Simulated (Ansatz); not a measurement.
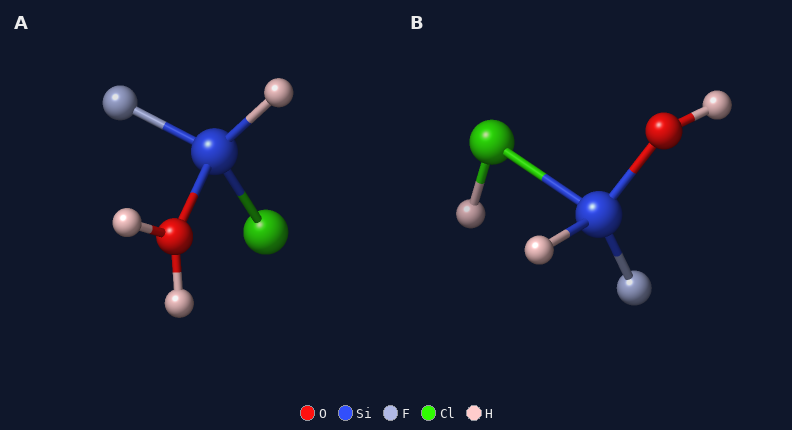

2 stationary structures of one formula. The species has charge +1 and is a spin singlet. Geometries: PBE0-D4/def2-TZVP. Electronic energies: PBE-D4/def2-TZVPP (Ansatz 0.2.0), without zero-point energy. No frequency run is at hand to confirm each as a minimum. Each is one conformer, not always the lowest.

**Which is lowest in energy, and by how much?**

A is lowest (C1); B lies 0.708 eV above it (C1).
